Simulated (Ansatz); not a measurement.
```xyz
6

O    -1.0951    0.2658   -0.7732
Si    0.3663    0.0620   -0.0870
S     0.4996    0.8639    1.8632
Cl    0.8132   -1.9134    0.2563
H    -1.8702    0.0423   -0.2527
H     1.3282    0.6153   -1.0527
```

Geometry: PBE0-D4/def2-TZVP.

Theory: UKS PBE0-D4/def2-TZVPP (Ansatz).

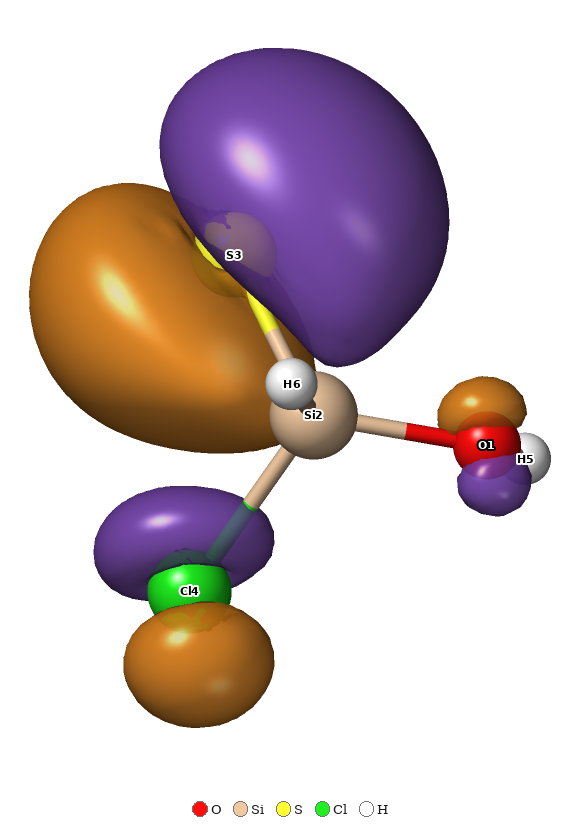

ClH₂OSSi (SMILES O[SiH]([S])Cl) (doublet). One frontier orbital at ±0.08 Å⁻³ᐟ² (orange and purple are the two phases), seen at a tilt.

Which orbital is it: HOMO (β) or LUMO (β)?

Answer. The LUMO (β), at −4.85 eV. Its weight (Hirshfeld) is mainly on S3 (about 85 %) and Cl4 (about 5 %).
